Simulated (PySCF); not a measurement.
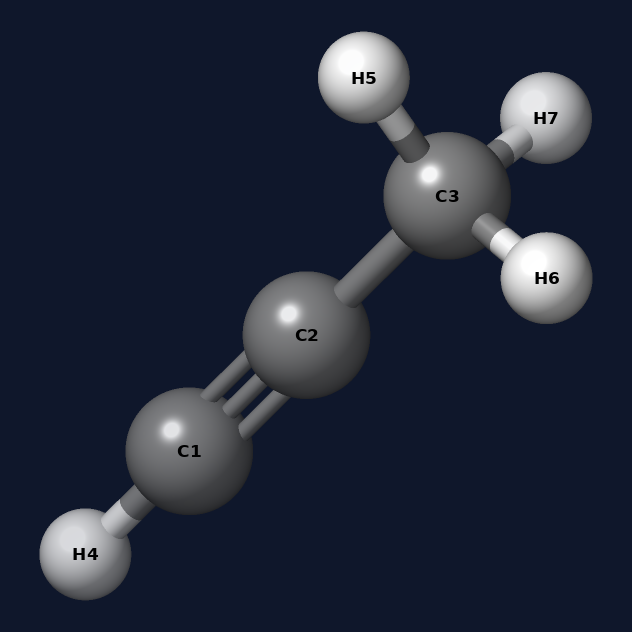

The computed structure is the end point of a PBE0-D3(BJ)/def2-SVP optimisation. No frequency run is at hand to confirm it as a minimum. Level of theory: B3LYP/6-31G* indirect spin-spin coupling, non-relativistic, gas phase (PySCF 2.14.0). Isotopes: 13C, 1H.

Give the spin–spin coupling constants of these pairs, with the number of bonds between them: C1/H4, C2/C3, C3/H5, C3/H6, C3/H7, C1/C3, C2/H7, C2/H6, C2/H4, H5/H7, C1/H5, C1/H6, C3/H4.

```tsv
pair	bonds apart	J (Hz)
C1, H4	1	239.3
C2, C3	1	80.4
C3, H5	1	150.7
C3, H6	1	150.7
C3, H7	1	150.7
C1, C3	2	9.3
C2, H7	2	−11.5
C2, H6	2	−11.5
C2, H4	2	35.9
H5, H7	2	−18.7
C1, H5	3	7.6
C1, H6	3	7.6
C3, H4	3	4.4
```
